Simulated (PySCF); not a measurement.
SMILES [Si](Cl)(Cl)(Cl)[SiH2]C(C)(C)C (C4H11Cl3Si2) at its GFN2-xTB optimised geometry (Å):

```
20

C      0.6640    -0.9998    -2.7142
C      0.9355     0.1383    -1.7274
C      0.3130     1.4273    -2.2688
C      2.4476     0.3313    -1.6021
Si     0.2026    -0.2807     0.0000
Si    -2.1251    -0.2807     0.0000
Cl    -3.0035    -1.2567    -1.5556
Cl    -2.8181    -1.1862     1.6863
Cl    -2.9218     1.5917     0.0000
H      1.0869    -0.7600    -3.6892
H     -0.4033    -1.1656    -2.8416
H      1.1174    -1.9269    -2.3699
H      0.7622     1.6894    -3.2262
H     -0.7583     1.3110    -2.4207
H      0.4739     2.2569    -1.5833
H      2.8842     0.5532    -2.5751
H      2.9218    -0.5674    -1.2151
H      2.6801     1.1540    -0.9304
H      0.6775     0.7173     0.9711
H      0.7102    -1.5917     0.4305
```

Level of theory: PBE/def2-SVP run with PySCF. Cells within 0.4 Å of a nucleus heavier than hydrogen are left out (blank, or x).

Map of the log10 of the electron density (e/bohr³), floored at −4 on the plane z = 0.0 Å:

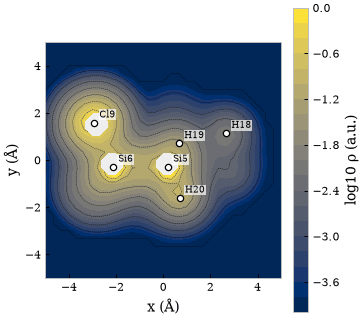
Log10 of the electron density (e/bohr³), floored at −4 on the plane z = 0.0 Å.
